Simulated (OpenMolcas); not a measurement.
**CH2FNOSn (SMILES O=C=[N][SnH2][F]): levels of theory compared**

We compute a comparison of 4 runs (HF/3-21G, BHLYP/def2-SVP, SVWN5/def2-SVP, r2SCAN/def2-SVP) of CH2FNOSn. 

Program for the calculation: OpenMolcas 26.06.

## (1) The structure to begin with

The species is CH2FNOSn (7 atoms), meant as a singlet with charge 0. As SMILES, `O=C=[N][SnH2][F]`. The coordinates come from a PBE0-D4/def2-TZVP relaxation. This is one conformer, not always the lowest.

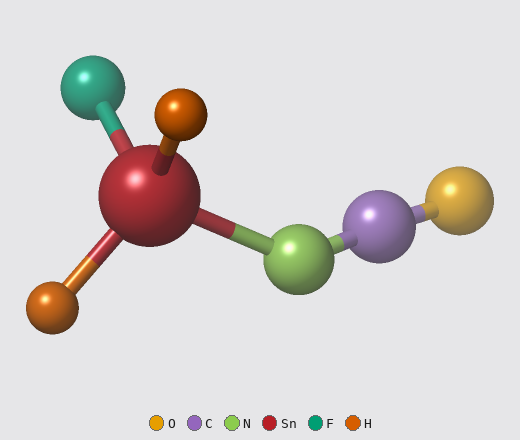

The structure, seen from a chosen angle (oxygen amber, carbon purple, nitrogen green, tin red, fluorine teal, hydrogen orange).

## (2) Energy and forces at HF/3-21G (run 1)

Contents of mol.input:

```
>>> EXPORT MOLCAS_PRINT=2
&gateway
baslib=$CurrDir
coord
7
angstrom
O       -0.221700      -2.869300      -0.931600
C       -0.121500      -1.906800      -0.283800
N       -0.020900      -0.958200       0.449400
Sn       0.157400       1.031600       0.318500
F       -0.877100       1.510000      -1.220100
H       -0.618600       1.696100       1.665200
H        1.763800       1.428500      -0.043200
basis=3-21G
group=NoSym
&seward
&scf
thresholds=1e-10 1e-07 1e-07 1e-05
prorbitals=0
&alaska
```

The basis set 3-21G is read from a file made from the Basis Set Exchange's data (not shown).

Command:

```
export MOLCAS_MEM=1860
pymolcas mol.input > mol.log
```

What it wrote:

```text
--- Start Module: gateway ---
[...]
--- Stop Module: gateway /rc=_RC_ALL_IS_WELL_ ---
[...]
      Basis functions           71
[...]
--- Start Module: scf ---
[...]
       Convergence after  15 Iterations
[...]
::    Total SCF energy                              -6262.6404465495
[...]
      Total spin, S                                     0.0000000000
[...]
      Total electronic charge=   82.000000
      Total            charge=   -0.000000
[...]
      Dipole Moment (debye):
      Origin of the operator (angstrom)=   -0.0106    0.4009    0.0253
                   X=  1.8859E+00               Y=  2.7643E+00               Z=  2.3928E+00           Total=  4.1138E+00
      Quadrupole Moment (debye*angstrom):
[...]
--- Stop Module: scf /rc=_RC_ALL_IS_WELL_ ---
[...]
--- Start Module: alaska ---
[...]
 *              Molecular gradients               *
 **************************************************
  Irreducible representation: a
 ------------------------------------------------------------------------------------------
                              X                       Y                       Z
 ------------------------------------------------------------------------------------------
  O1                5.07009876085984E-04    6.16829491194437E-03    5.40141093686231E-03
  C2               -1.58911628464575E-03   -1.53944912419997E-02   -2.97578970904977E-02
  N3                9.92424699720419E-04    9.50333900695810E-03    3.29642499629443E-02
  SN4               1.45681845969463E-02    1.57156691472338E-03    1.00401602514886E-02
  F5               -7.67857616288126E-03    4.82594446106788E-03   -1.10074609313067E-02
  H6                1.12170092908048E-03   -4.23887827012237E-03   -7.20092541842199E-03
  H7               -7.92162765437787E-03   -2.43577578249399E-03   -4.39537711144800E-04
 ------------------------------------------------------------------------------------------
--- Stop Module: alaska /rc=_RC_ALL_IS_WELL_ ---
[...]
```

Run time: 5.4 s. Hardware: 1 thread of Arm Neoverse V1, shared host; peak memory 0.42 GiB.

## (3) Energy and gradient at BHLYP/def2-SVP (core potential) (run 2)

Contents of input.xyz:

```xyz
7

O     -0.221700    -2.869300    -0.931600
C     -0.121500    -1.906800    -0.283800
N     -0.020900    -0.958200     0.449400
Sn     0.157400     1.031600     0.318500
F     -0.877100     1.510000    -1.220100
H     -0.618600     1.696100     1.665200
H      1.763800     1.428500    -0.043200
```

Contents of run.inp:

```
>>> EXPORT MOLCAS_PRINT=2
&GATEWAY
BasLib
$CurrDir
Coord
input.xyz
Basis
def2-SVP
Group
NoSym
&SEWARD
GridInput
Grid=UltraFine
End of Grid
&SCF
KSDFT
HYB_GGA_XC_BHANDHLYP
Thresholds
1e-10 1e-07 1e-07 1e-05
PrOrbitals
1 2
&ALASKA
```

The basis set def2-SVP is read from a file made from the Basis Set Exchange's data (not shown).

Command:

```
export MOLCAS_MEM=1860
pymolcas run.inp > run.log
```

What it wrote:

```text
--- Start Module: gateway ---
[...]
--- Stop Module: gateway /rc=_RC_ALL_IS_WELL_ ---
[...]
      Basis functions           92
[...]
--- Start Module: scf ---
[...]
       Convergence after  15 Iterations
[...]
::    Total KS-DFT energy                            -483.0408606349
[...]
      Total spin, S                                     0.0000000000
[...]
      Total electronic charge=   54.000000
      Total            charge=   -0.000000
[...]
      Dipole Moment (debye):
      Origin of the operator (angstrom)=   -0.0106    0.4009    0.0253
                   X=  1.8510E+00               Y=  2.5110E+00               Z=  2.5271E+00           Total=  4.0146E+00
      Quadrupole Moment (debye*angstrom):
[...]
--- Stop Module: scf /rc=_RC_ALL_IS_WELL_ ---
[...]
--- Start Module: alaska ---
[...]
 *              Molecular gradients               *
 **************************************************
  Irreducible representation: a
 ------------------------------------------------------------------------------------------
                              X                       Y                       Z
 ------------------------------------------------------------------------------------------
  O1               -1.60830320581118E-03   -1.44713505125651E-02   -8.91325224321093E-03
  C2                1.40018613257939E-03    1.09608719893677E-02    1.80686224184817E-03
  N3                7.91454975679118E-04    1.08842399877751E-02    8.64782942960574E-03
  SN4              -3.29311988962644E-03   -6.13689684813501E-03   -5.98118609091003E-03
  F5                2.71206459666651E-03   -1.11860682177678E-03    4.27364931972640E-03
  H6               -6.23277946397494E-04   -1.08615125011369E-04    4.80551436151444E-04
  H7                6.20995336899632E-04   -9.64266970626682E-06   -3.14454093338967E-04
 ------------------------------------------------------------------------------------------
--- Stop Module: alaska /rc=_RC_ALL_IS_WELL_ ---
[...]
```

It took 29 s on 1 thread of Arm Neoverse V1, shared host; peak memory 0.51 GiB.

Run 3 isn't shown in full; the table further down has it.

## (4) Energy and gradient at r2SCAN/def2-SVP (core potential) (run 4)

Contents of mol.inp:

```
>>> EXPORT MOLCAS_PRINT=2

&GATEWAY
 BasLib=$CurrDir
 Coord
 7
 angstrom
 O       -0.221700      -2.869300      -0.931600
 C       -0.121500      -1.906800      -0.283800
 N       -0.020900      -0.958200       0.449400
 Sn       0.157400       1.031600       0.318500
 F       -0.877100       1.510000      -1.220100
 H       -0.618600       1.696100       1.665200
 H        1.763800       1.428500      -0.043200
 Basis=def2-SVP
 Group=NoSym

&SEWARD
 GridInput
 Grid=UltraFine
 End of Grid

&SCF
 KSDFT=2
 1.0 MGGA_X_R2SCAN
 1.0 MGGA_C_R2SCAN
 Thresholds=1e-10 1e-07 1e-07 1e-05
 PrOrbitals=0

&ALASKA
```

The basis set def2-SVP is read from a file made from the Basis Set Exchange's data (not shown).

Command:

```
export MOLCAS_MEM=1860
pymolcas mol.inp > mol.log
```

What it wrote:

```text
--- Start Module: gateway ---
[...]
--- Stop Module: gateway /rc=_RC_ALL_IS_WELL_ ---
[...]
      Basis functions           92
[...]
--- Start Module: scf ---
[...]
       Convergence after  20 Iterations
[...]
::    Total KS-DFT energy                            -483.1968272635
[...]
      Total spin, S                                     0.0000000000
[...]
      Total electronic charge=   54.000000
      Total            charge=   -0.000000
[...]
      Dipole Moment (debye):
      Origin of the operator (angstrom)=   -0.0106    0.4009    0.0253
                   X=  1.6892E+00               Y=  2.3626E+00               Z=  2.2900E+00           Total=  3.6986E+00
      Quadrupole Moment (debye*angstrom):
[...]
--- Stop Module: scf /rc=_RC_ALL_IS_WELL_ ---
[...]
--- Start Module: alaska ---
[...]
 *              Molecular gradients               *
 **************************************************
  Irreducible representation: a
 ------------------------------------------------------------------------------------------
                              X                       Y                       Z
 ------------------------------------------------------------------------------------------
  O1                1.52284126165059E-03    1.44573399349639E-02    9.41476624051063E-03
  C2                3.69997417044993E-04    3.87969288600676E-03    2.61431826225086E-03
  N3               -9.81536912995962E-04   -7.59745515305665E-03   -1.15107397653809E-02
  SN4              -5.88403385500769E-03   -6.81343769972820E-03   -8.79755109967384E-03
  F5                6.59819497666803E-03   -2.80472339082927E-03    9.95906648762102E-03
  H6                8.70775785981603E-04   -7.46323460750542E-04   -2.06331107133106E-03
  H7               -2.49623867332982E-03   -3.75093116523839E-04    3.83450945969033E-04
 ------------------------------------------------------------------------------------------
--- Stop Module: alaska /rc=_RC_ALL_IS_WELL_ ---
[...]
```

Wall time 47 s (1 thread of Arm Neoverse V1, shared host); peak memory 0.51 GiB.

## (5) The series

```
run                             level  integration grid   energy (Eh)  dipole moment (D)  HOMO energy (eV)  LUMO energy (eV)  wall time
  1                          HF/3-21G                 –  -6262.640447               4.11            -11.57              3.02      5.4 s
  2   BHLYP/def2-SVP (core potential)         UltraFine   -483.040861               4.01             -9.82              0.17       29 s
  3   SVWN5/def2-SVP (core potential)         UltraFine   -480.960596               3.56             -7.23             -1.95       27 s
  4  r2SCAN/def2-SVP (core potential)         UltraFine   -483.196827               3.70             -7.44             -1.44       47 s
```

## (6) Results

```
                       quantity          value
            run 4: total energy  -483.19683 Eh
           run 4: dipole moment         3.70 D
             run 4: HOMO energy       -7.44 eV
             run 4: LUMO energy       -1.44 eV
           run 4: HOMO–LUMO gap        6.01 eV
run 4: largest force on an atom     0.891 eV/Å
```

The dipole moment (its size) runs from 3.56 D (SVWN5/def2-SVP) to 4.11 D (HF/3-21G). The two ends differ in method and basis and core potential. The HOMO–LUMO gap runs from 5.28 eV (SVWN5/def2-SVP) to 14.59 eV (HF/3-21G). Totals of different functionals can't be ranked against each other. Some runs of one species differ in core potentials or relativity; totals across that change don't compare. In run 1 relativity is left out where basis or elements ask for it. All runs together took 1.8 min, the longest 47 s.
